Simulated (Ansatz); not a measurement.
**Run report: BSiHClF₃, molecular dynamics**

System: BSiHClF₃.
Method: RKS PBE/def2-SVP (Ansatz 0.2.0).

The geometry comes from this level: PBE0-D4/def2-TZVP.

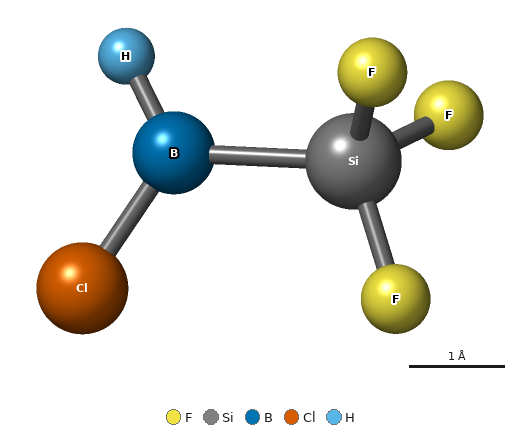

*The input geometry (ball-and-stick view, seen at a tilt).*

## The input
```yaml
crystal:
  periodic: [false, false, false]
  atoms:
    - {symbol: F, position_ang: [0.162028, -1.080473, 1.685778]}
    - {symbol: Si, position_ang: [0.077635, -0.824831, 0.130561]}
    - {symbol: F, position_ang: [-1.161360, -1.643800, -0.411374]}
    - {symbol: F, position_ang: [1.378189, -1.448387, -0.516757]}
    - {symbol: B, position_ang: [-0.092403, 1.119276, -0.349061]}
    - {symbol: Cl, position_ang: [-0.136912, 2.317371, 0.893465]}
    - {symbol: H, position_ang: [-0.165977, 1.492846, -1.478311]}
basis:
  gaussian: {orbitals: def2-SVP}
hamiltonian: {xc: {name: PBE}}
md: {timestep: 2 fs, n_steps: 20, ensemble: nvt_nose_hoover, temperature: 700, initial_velocities: maxwell_boltzmann, seed: 308}
```

Command:
```bash
ansatz run in.yaml --threads 4 --pin off --events-out ev --progress --plain --max-ram 10444MiB
```

## Log
```
Functional definition: PBE
  name "PBE"
  cite "Perdew, Burke & Ernzerhof, Phys. Rev. Lett. 77, 3865 (1996) doi:10.1103/PhysRevLett.77.3865"
  parent pbe
  parameter kappa = 0.804
  parameter beta = 0.06672455060314922
  exchange = pbe_x(kappa = kappa, mu = beta*pi^2/3)
  correlation = pbe_c(beta = beta)
1047 factors; their error is unknown
mean field evaluation 1: about -29212.4819 eV, gradient 5.3e1 eV
mean field evaluation 2: about -29203.1457 eV, gradient 9.4e1 eV
mean field evaluation 4: about -29217.4109 eV, gradient 4.9e0 eV
mean field evaluation 8: about -29217.4780 eV, gradient 1.0e-1 eV
mean field evaluation 16: about -29217.4037 eV, gradient 8.0e-5 eV
mean field -29217.40371111 eV, -1073.7197821156 hartree, gradient 2.8e-5 eV, S^2 0.000000; 0 other end points of the search recorded, 0 dependent functions left out
the calculation of the forces begins
reference -29217.40374226 eV, -1073.7197832605 hartree; 32, 32 occupied and 65, 65 virtual orbitals, 1047 factors
md step     0: t =     0.00 fs  T =   700.0 K  F+E_penalty+E_count = -29217.40371111 eV  E_kin = 0.452410 eV  conserved = -29216.95130111 eV  (27 SCF iters)
these checks for a lower state are left out or cut short: starts, cluster_reference, orbital_swaps, neighbouring_geometries, increment
1047 factors; their error is unknown
mean field -29217.38855908 eV, -1073.7192252890 hartree, gradient 1.2e-5 eV, S^2 0.000000; 0 other end points of the search recorded, 0 dependent functions left out
[... from here on the field's lines of each further geometry are left out, up to the last ...]
md step     1: t =     2.00 fs  T =   677.6 K  F+E_penalty+E_count = -29217.38855908 eV  E_kin = 0.437945 eV  conserved = -29216.95061559 eV  (28 SCF iters)
md step     2: t =     4.00 fs  T =   657.3 K  F+E_penalty+E_count = -29217.37645424 eV  E_kin = 0.424827 eV  conserved = -29216.95164125 eV  (27 SCF iters)
md step     3: t =     6.00 fs  T =   631.7 K  F+E_penalty+E_count = -29217.35797106 eV  E_kin = 0.408239 eV  conserved = -29216.94977810 eV  (28 SCF iters)
md step     4: t =     8.00 fs  T =   629.2 K  F+E_penalty+E_count = -29217.35648820 eV  E_kin = 0.406662 eV  conserved = -29216.94993488 eV  (28 SCF iters)
md step     5: t =    10.00 fs  T =   644.6 K  F+E_penalty+E_count = -29217.36882852 eV  E_kin = 0.416616 eV  conserved = -29216.95241620 eV  (28 SCF iters)
md step     6: t =    12.00 fs  T =   635.8 K  F+E_penalty+E_count = -29217.36218917 eV  E_kin = 0.410947 eV  conserved = -29216.95157010 eV  (28 SCF iters)
md step     7: t =    14.00 fs  T =   608.8 K  F+E_penalty+E_count = -29217.34443881 eV  E_kin = 0.393438 eV  conserved = -29216.95147953 eV  (29 SCF iters)
md step     8: t =    16.00 fs  T =   558.2 K  F+E_penalty+E_count = -29217.31359001 eV  E_kin = 0.360743 eV  conserved = -29216.95350728 eV  (28 SCF iters)
md step     9: t =    18.00 fs  T =   459.5 K  F+E_penalty+E_count = -29217.24691819 eV  E_kin = 0.296948 eV  conserved = -29216.95084417 eV  (29 SCF iters)
md step    10: t =    20.00 fs  T =   359.2 K  F+E_penalty+E_count = -29217.18012019 eV  E_kin = 0.232122 eV  conserved = -29216.94911698 eV  (29 SCF iters)
md step    11: t =    22.00 fs  T =   292.7 K  F+E_penalty+E_count = -29217.13837239 eV  E_kin = 0.189172 eV  conserved = -29216.95059473 eV  (29 SCF iters)
md step    12: t =    24.00 fs  T =   241.9 K  F+E_penalty+E_count = -29217.10412950 eV  E_kin = 0.156362 eV  conserved = -29216.94947025 eV  (29 SCF iters)
md step    13: t =    26.00 fs  T =   232.0 K  F+E_penalty+E_count = -29217.09505569 eV  E_kin = 0.149931 eV  conserved = -29216.94718165 eV  (29 SCF iters)
md step    14: t =    28.00 fs  T =   292.3 K  F+E_penalty+E_count = -29217.13718333 eV  E_kin = 0.188890 eV  conserved = -29216.95083723 eV  (28 SCF iters)
md step    15: t =    30.00 fs  T =   366.8 K  F+E_penalty+E_count = -29217.18507626 eV  E_kin = 0.237082 eV  conserved = -29216.95125290 eV  (28 SCF iters)
md step    16: t =    32.00 fs  T =   435.5 K  F+E_penalty+E_count = -29217.22777418 eV  E_kin = 0.281468 eV  conserved = -29216.95053650 eV  (28 SCF iters)
md step    17: t =    34.00 fs  T =   503.2 K  F+E_penalty+E_count = -29217.27271812 eV  E_kin = 0.325207 eV  conserved = -29216.95297833 eV  (28 SCF iters)
md step    18: t =    36.00 fs  T =   523.9 K  F+E_penalty+E_count = -29217.28587927 eV  E_kin = 0.338605 eV  conserved = -29216.95417977 eV  (28 SCF iters)
md step    19: t =    38.00 fs  T =   481.7 K  F+E_penalty+E_count = -29217.25354167 eV  E_kin = 0.311337 eV  conserved = -29216.95059596 eV  (28 SCF iters)
the calculation of the forces begins
reference -29217.22104426 eV, -1073.7130692330 hartree; 32, 32 occupied and 65, 65 virtual orbitals, 1047 factors
1047 factors; their error is unknown
mean field evaluation 192: about -29217.2210 eV, gradient 1.1e-2 eV
mean field -29217.22101382 eV, -1073.7130681141 hartree, gradient 1.4e-5 eV, S^2 0.000000; 1 other end points of the search recorded, 0 dependent functions left out
the calculation of the forces begins
reference -29217.22104426 eV, -1073.7130692330 hartree; 32, 32 occupied and 65, 65 virtual orbitals, 1047 factors
md step    20: t =    40.00 fs  T =   433.4 K  F+E_penalty+E_count = -29217.22101382 eV  E_kin = 0.280118 eV  conserved = -29216.95072350 eV  (28 SCF iters)
```

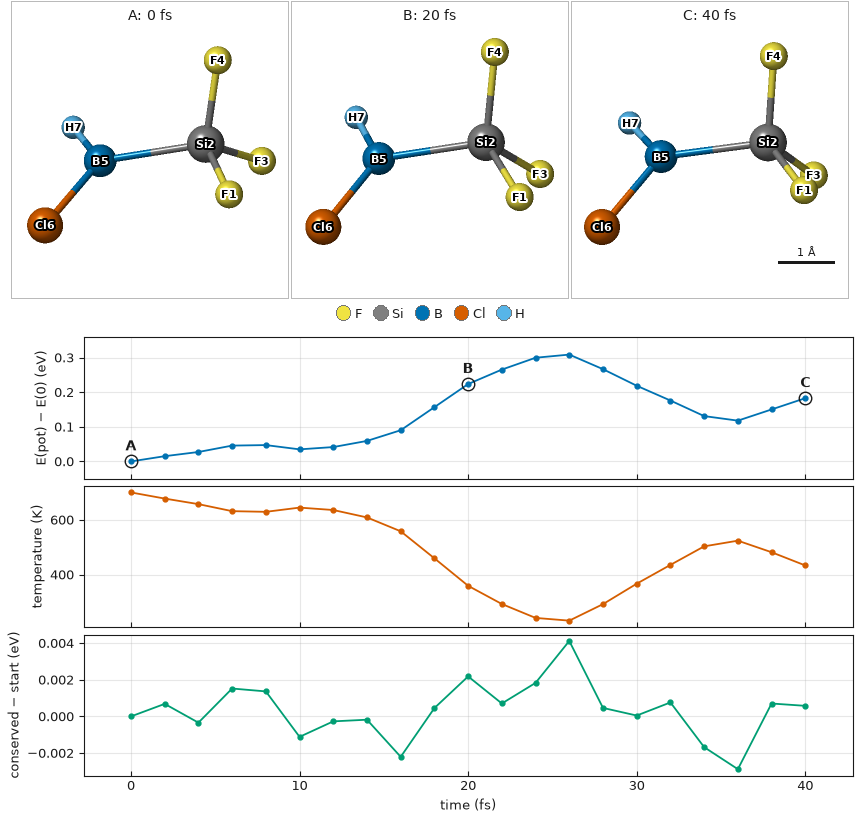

*Frames of the molecular dynamics (ball-and-stick, seen at a tilt) above the curves, on which the letters mark them.*

The trajectory kept here has 21 frames over 40 fs. The temperature starts at 700 K, ranges from 232 to 700 K and averages 378 K over the second half. The potential energy ends 0.183 eV above its first value. The conserved quantity stays within 0.007 eV. After an unweighted best fit of the last frame on the first, the root-mean-square displacement is 0.18 Å.

```
Total energy: -29217.22104426 eV, -1073.7130692330 hartree
Atom 0 at     0.149289    -1.351804     1.665372 Å, force     0.523879    -0.448095     1.948207 eV/Å
Atom 1 at     0.149083    -0.877542     0.166742 Å, force    -0.962216     1.752476    -0.962538 eV/Å
Atom 2 at    -1.297873    -1.446238    -0.288320 Å, force    -0.023995    -0.428660    -0.744236 eV/Å
Atom 3 at     1.475409    -1.394975    -0.557656 Å, force     0.518305    -0.851786    -0.481005 eV/Å
Atom 4 at     0.055139     1.072177    -0.312026 Å, force    -0.283091     0.500638     0.571413 eV/Å
Atom 5 at    -0.216647     2.383757     0.818781 Å, force     0.064456    -0.179065     0.304662 eV/Å
Atom 6 at     0.045892     1.515550    -1.420849 Å, force     0.162660    -0.345508    -0.636504 eV/Å
Dipole moment:     0.075664     0.235561    -0.075931 e Å
```

## Trajectory as extended XYZ (Å, eV, eV/Å), 21 frames, from step=0 to step=20
```
7
Properties=species:S:1:pos:R:3:forces:R:3 step=0 time_fs=0.0 energy=-29217.40371 temperature=700.0
F     0.1620   -1.0805    1.6858    0.0917  -0.2635   1.7266
Si    0.0776   -0.8248    0.1306   -0.1534   1.7315  -0.4377
F    -1.1614   -1.6438   -0.4114   -1.3458  -0.8783  -0.5993
F     1.3782   -1.4484   -0.5168    1.4123  -0.6670  -0.7153
B    -0.0924    1.1193   -0.3491    0.0412  -0.4146   0.2145
Cl   -0.1369    2.3174    0.8935   -0.0151   0.3452   0.3026
H    -0.1660    1.4928   -1.4783   -0.0309   0.1467  -0.4915
7
Properties=species:S:1:pos:R:3:forces:R:3 step=1 time_fs=2.0 energy=-29217.38856 temperature=677.6
F     0.1535   -1.0960    1.6807    0.1733  -0.3067   2.0310
Si    0.0909   -0.8316    0.1339   -0.8119   1.7571  -0.9355
F    -1.1797   -1.6341   -0.3988   -0.8747  -0.6463  -0.4819
F     1.3901   -1.4420   -0.5205    1.4540  -0.7569  -0.7396
B    -0.0909    1.1192   -0.3507    0.1526  -0.3397   0.2637
Cl   -0.1406    2.3207    0.8887   -0.0406   0.3294   0.4564
H    -0.1390    1.5539   -1.4578   -0.0526  -0.0370  -0.5941
7
Properties=species:S:1:pos:R:3:forces:R:3 step=2 time_fs=4.0 energy=-29217.37645 temperature=657.3
F     0.1452   -1.1121    1.6798    0.2388  -0.3075   2.0732
Si    0.1031   -0.8360    0.1360   -1.3325   1.5583  -1.2466
F    -1.1998   -1.6257   -0.3872   -0.3401  -0.3789  -0.3502
F     1.4049   -1.4371   -0.5258    1.3224  -0.7527  -0.6765
B    -0.0888    1.1179   -0.3513    0.2321   0.0238  -0.2235
Cl   -0.1444    2.3244    0.8844   -0.0659   0.2887   0.5675
H    -0.1141    1.6135   -1.4600   -0.0548  -0.4317  -0.1440
7
Properties=species:S:1:pos:R:3:forces:R:3 step=3 time_fs=6.0 energy=-29217.35797 temperature=631.7
F     0.1375   -1.1288    1.6831    0.2938  -0.2581   1.8317
Si    0.1135   -0.8382    0.1364   -1.6493   1.2107  -1.3104
F    -1.2206   -1.6181   -0.3762    0.1767  -0.1263  -0.2359
F     1.4225   -1.4337   -0.5325    1.0295  -0.6661  -0.5321
B    -0.0858    1.1167   -0.3528    0.3067   0.3842  -0.6102
Cl   -0.1483    2.3284    0.8807   -0.0868   0.2237   0.6081
H    -0.0912    1.6566   -1.4677   -0.0706  -0.7681   0.2487
7
Properties=species:S:1:pos:R:3:forces:R:3 step=4 time_fs=8.0 energy=-29217.35649 temperature=629.2
F     0.1303   -1.1461    1.6901    0.3437  -0.1610   1.3542
Si    0.1216   -0.8388    0.1349   -1.7566   0.7932  -1.1407
F    -1.2410   -1.6107   -0.3658    0.6224   0.0824  -0.1559
F     1.4421   -1.4317   -0.5402    0.6155  -0.5209  -0.3280
B    -0.0818    1.1169   -0.3564    0.3667   0.4949  -0.5417
Cl   -0.1522    2.3326    0.8777   -0.1005   0.1439   0.5729
H    -0.0711    1.6702   -1.4659   -0.0912  -0.8324   0.2392
7
Properties=species:S:1:pos:R:3:forces:R:3 step=5 time_fs=10.0 energy=-29217.36883 temperature=644.6
F     0.1239   -1.1636    1.6999    0.3909  -0.0299   0.7369
Si    0.1273   -0.8383    0.1319   -1.6870   0.3656  -0.8017
F    -1.2602   -1.6032   -0.3557    0.9725   0.2370  -0.1145
F     1.4630   -1.4308   -0.5486    0.1337  -0.3437  -0.0946
B    -0.0765    1.1188   -0.3620    0.3939   0.3058  -0.0092
Cl   -0.1563    2.3370    0.8753   -0.1047   0.0608   0.4665
H    -0.0544    1.6520   -1.4549   -0.0994  -0.5955  -0.1834
7
Properties=species:S:1:pos:R:3:forces:R:3 step=6 time_fs=12.0 energy=-29217.36219 temperature=635.8
F     0.1182   -1.1813    1.7111    0.4343   0.1151   0.0865
Si    0.1306   -0.8373    0.1278   -1.4848  -0.0374  -0.3713
F    -1.2774   -1.5951   -0.3458    1.2223   0.3392  -0.1093
F     1.4841   -1.4305   -0.5572   -0.3646  -0.1583   0.1387
B    -0.0698    1.1218   -0.3676    0.3836  -0.0085   0.6636
Cl   -0.1605    2.3415    0.8735   -0.0978  -0.0167   0.2995
H    -0.0416    1.6110   -1.4509   -0.0930  -0.2334  -0.7077
7
Properties=species:S:1:pos:R:3:forces:R:3 step=7 time_fs=14.0 energy=-29217.34444 temperature=608.8
F     0.1135   -1.1987    1.7226    0.4714   0.2541  -0.5115
Si    0.1319   -0.8363    0.1232   -1.1918  -0.3960   0.0832
F    -1.2921   -1.5864   -0.3362    1.3769   0.3951  -0.1346
F     1.5046   -1.4306   -0.5655   -0.8387   0.0172   0.3498
B    -0.0617    1.1248   -0.3708    0.3532  -0.1240   0.7892
Cl   -0.1647    2.3459    0.8719   -0.0802  -0.0780   0.1019
H    -0.0323    1.5611   -1.4741   -0.0908  -0.0685  -0.6780
7
Properties=species:S:1:pos:R:3:forces:R:3 step=8 time_fs=16.0 energy=-29217.31359 temperature=558.2
F     0.1097   -1.2156    1.7330    0.5002   0.3736  -1.0061
Si    0.1316   -0.8359    0.1187   -0.8446  -0.6798   0.5083
F    -1.3041   -1.5769   -0.3268    1.4433   0.4090  -0.1841
F     1.5233   -1.4306   -0.5732   -1.2587   0.1684   0.5256
B    -0.0523    1.1274   -0.3712    0.3099  -0.0510   0.2320
Cl   -0.1691    2.3503    0.8705   -0.0543  -0.1179  -0.0891
H    -0.0264    1.5085   -1.5232   -0.0957  -0.1023   0.0134
7
Properties=species:S:1:pos:R:3:forces:R:3 step=9 time_fs=18.0 energy=-29217.24692 temperature=459.5
F     0.1069   -1.2318    1.7413    0.5205   0.4663  -1.3753
Si    0.1301   -0.8364    0.1149   -0.4732  -0.8505   0.8676
F    -1.3131   -1.5666   -0.3177    1.4266   0.3811  -0.2519
F     1.5395   -1.4303   -0.5797   -1.6036   0.2830   0.6607
B    -0.0418    1.1297   -0.3708    0.2391  -0.0683  -0.3206
Cl   -0.1735    2.3545    0.8689   -0.0231  -0.1451  -0.2570
H    -0.0243    1.4520   -1.5718   -0.0863  -0.0665   0.6766
7
Properties=species:S:1:pos:R:3:forces:R:3 step=10 time_fs=20.0 energy=-29217.18012 temperature=359.2
F     0.1051   -1.2470    1.7469    0.5337   0.5283  -1.6141
Si    0.1280   -0.8381    0.1123   -0.0988  -0.8902   1.1464
F    -1.3192   -1.5554   -0.3092    1.3313   0.3124  -0.3337
F     1.5524   -1.4294   -0.5849   -1.8612   0.3539   0.7537
B    -0.0305    1.1319   -0.3715    0.1415  -0.2487  -0.3897
Cl   -0.1780    2.3586    0.8671    0.0122  -0.1736  -0.4026
H    -0.0254    1.3929   -1.5946   -0.0586   0.1178   0.8401
7
Properties=species:S:1:pos:R:3:forces:R:3 step=11 time_fs=22.0 energy=-29217.13837 temperature=292.7
F     0.1045   -1.2611    1.7492    0.5416   0.5580  -1.7254
Si    0.1258   -0.8410    0.1113    0.2630  -0.8091   1.3385
F    -1.3226   -1.5437   -0.3014    1.1667   0.2085  -0.4253
F     1.5615   -1.4278   -0.5886   -2.0285   0.3807   0.8071
B    -0.0186    1.1331   -0.3736    0.0332  -0.5090   0.1080
Cl   -0.1824    2.3625    0.8649    0.0507  -0.2122  -0.5278
H    -0.0288    1.3383   -1.5851   -0.0268   0.3832   0.4248
7
Properties=species:S:1:pos:R:3:forces:R:3 step=12 time_fs=24.0 energy=-29217.10413 temperature=241.9
F     0.1049   -1.2741    1.7480    0.5468   0.5561  -1.7136
Si    0.1238   -0.8450    0.1121    0.5946  -0.6368   1.4308
F    -1.3236   -1.5315   -0.2944    0.9506   0.0811  -0.5205
F     1.5665   -1.4255   -0.5906   -2.1091   0.3681   0.8261
B    -0.0067    1.1325   -0.3754   -0.0667  -0.7288   0.9199
Cl   -0.1868    2.3662    0.8620    0.0903  -0.2575  -0.6216
H    -0.0332    1.2983   -1.5594   -0.0065   0.6178  -0.3212
7
Properties=species:S:1:pos:R:3:forces:R:3 step=13 time_fs=26.0 energy=-29217.09506 temperature=232.0
F     0.1064   -1.2860    1.7433    0.5511   0.5239  -1.5809
Si    0.1228   -0.8499    0.1148    0.8707  -0.4074   1.4046
F    -1.3227   -1.5191   -0.2885    0.7085  -0.0535  -0.6123
F     1.5673   -1.4223   -0.5910   -2.1091   0.3232   0.8159
B     0.0051    1.1293   -0.3738   -0.1610  -0.7845   1.2911
Cl   -0.1911    2.3695    0.8585    0.1261  -0.2941  -0.6582
H    -0.0379    1.2820   -1.5460    0.0137   0.6924  -0.6601
7
Properties=species:S:1:pos:R:3:forces:R:3 step=14 time_fs=28.0 energy=-29217.13718 temperature=292.3
F     0.1091   -1.2969    1.7354    0.5560   0.4609  -1.3257
Si    0.1229   -0.8554    0.1195    1.0576  -0.1459   1.2481
F    -1.3204   -1.5068   -0.2838    0.4682  -0.1804  -0.6941
F     1.5637   -1.4185   -0.5897   -2.0283   0.2498   0.7768
B     0.0163    1.1233   -0.3677   -0.2743  -0.6278   0.7756
Cl   -0.1953    2.3726    0.8543    0.1533  -0.3129  -0.6248
H    -0.0421    1.2921   -1.5578    0.0675   0.5564  -0.1559
7
Properties=species:S:1:pos:R:3:forces:R:3 step=15 time_fs=30.0 energy=-29217.18508 temperature=366.8
F     0.1129   -1.3068    1.7247    0.5612   0.3650  -0.9448
Si    0.1244   -0.8611    0.1260    1.1182   0.1400   0.9666
F    -1.3171   -1.4948   -0.2805    0.2535  -0.2896  -0.7602
F     1.5561   -1.4142   -0.5868   -1.8562   0.1454   0.7021
B     0.0265    1.1151   -0.3587   -0.3873  -0.3325   0.0275
Cl   -0.1993    2.3753    0.8493    0.1712  -0.3244  -0.5400
H    -0.0436    1.3236   -1.5756    0.1394   0.2960   0.5489
7
Properties=species:S:1:pos:R:3:forces:R:3 step=16 time_fs=32.0 energy=-29217.22777 temperature=435.5
F     0.1179   -1.3160    1.7122    0.5655   0.2340  -0.4413
Si    0.1275   -0.8666    0.1337    1.0201   0.4549   0.5813
F    -1.3133   -1.4835   -0.2788    0.0832  -0.3746  -0.8058
F     1.5446   -1.4096   -0.5825   -1.5786   0.0052   0.5799
B     0.0353    1.1057   -0.3497   -0.4574  -0.0220  -0.3148
Cl   -0.2031    2.3777    0.8438    0.1798  -0.3357  -0.4228
H    -0.0399    1.3665   -1.5724    0.1874   0.0383   0.8236
7
Properties=species:S:1:pos:R:3:forces:R:3 step=17 time_fs=34.0 energy=-29217.27272 temperature=503.2
F     0.1240   -1.3248    1.6987    0.5665   0.0705   0.1642
Si    0.1320   -0.8714    0.1423    0.7433   0.8019   0.1267
F    -1.3093   -1.4728   -0.2786   -0.0287  -0.4316  -0.8273
F     1.5299   -1.4050   -0.5770   -1.1868  -0.1734   0.3996
B     0.0426    1.0961   -0.3417   -0.4651   0.1916  -0.1066
Cl   -0.2067    2.3798    0.8378    0.1766  -0.3393  -0.2755
H    -0.0289    1.4110   -1.5377    0.1943  -0.1198   0.5189
7
Properties=species:S:1:pos:R:3:forces:R:3 step=18 time_fs=36.0 energy=-29217.28588 temperature=523.9
F     0.1313   -1.3334    1.6855    0.5614  -0.1136   0.8228
Si    0.1376   -0.8752    0.1511    0.2903   1.1658  -0.3421
F    -1.3053   -1.4631   -0.2802   -0.0772  -0.4582  -0.8225
F     1.5128   -1.4007   -0.5707   -0.6856  -0.3859   0.1564
B     0.0482    1.0872   -0.3341   -0.4190   0.2483   0.4989
Cl   -0.2102    2.3814    0.8315    0.1574  -0.3209  -0.0964
H    -0.0105    1.4509   -1.4830    0.1727  -0.1355  -0.2172
7
Properties=species:S:1:pos:R:3:forces:R:3 step=19 time_fs=38.0 energy=-29217.25354 temperature=481.7
F     0.1397   -1.3423    1.6740    0.5476  -0.2966   1.4524
Si    0.1435   -0.8774    0.1594   -0.3034   1.5026  -0.7388
F    -1.3015   -1.4542   -0.2835   -0.0690  -0.4552  -0.7929
F     1.4942   -1.3972   -0.5640   -0.1001  -0.6192  -0.1443
B     0.0523    1.0792   -0.3247   -0.3551   0.2705   0.9260
Cl   -0.2135    2.3827    0.8251    0.1192  -0.2684   0.1058
H     0.0146    1.4858   -1.4365    0.1607  -0.1336  -0.8082
7
Properties=species:S:1:pos:R:3:forces:R:3 step=20 time_fs=40.0 energy=-29217.22101 temperature=433.4
F     0.1493   -1.3518    1.6654    0.5239  -0.4481   1.9482
Si    0.1491   -0.8775    0.1667   -0.9622   1.7525  -0.9625
F    -1.2979   -1.4462   -0.2883   -0.0240  -0.4287  -0.7442
F     1.4754   -1.3950   -0.5577    0.5183  -0.8518  -0.4810
B     0.0551    1.0722   -0.3120   -0.2831   0.5006   0.5714
Cl   -0.2166    2.3838    0.8188    0.0645  -0.1791   0.3047
H     0.0459    1.5155   -1.4208    0.1627  -0.3455  -0.6365
```

## Results in brief

| quantity | value |
| --- | --- |
| outcome | finished |
| mean temperature over the second half | 378 K |
| trajectory | 20 steps, 40 fs |
| ensemble | nvt_nose_hoover |
| temperature in the input | 700 K |
| time step | 2 fs |
| potential energy (last step) | −29217.2210 eV |
| SCF solution under orbital rotations (last step) | stable |
| largest force (length of the vector) (last step) | 2.219 eV/Å |
| dipole moment (last step) | 1.24 D |
| hardware | 4 threads of Arm Neoverse N1, 23 GiB of memory available, shared host |
| wall time | 29 s (CPU time 1.8 min) |
| peak memory | 0.42 GiB |

## Notes

So short a trajectory is not equilibrated. The temperature stays far from the 700 K of the thermostat over the second half: the run isn't equilibrated.
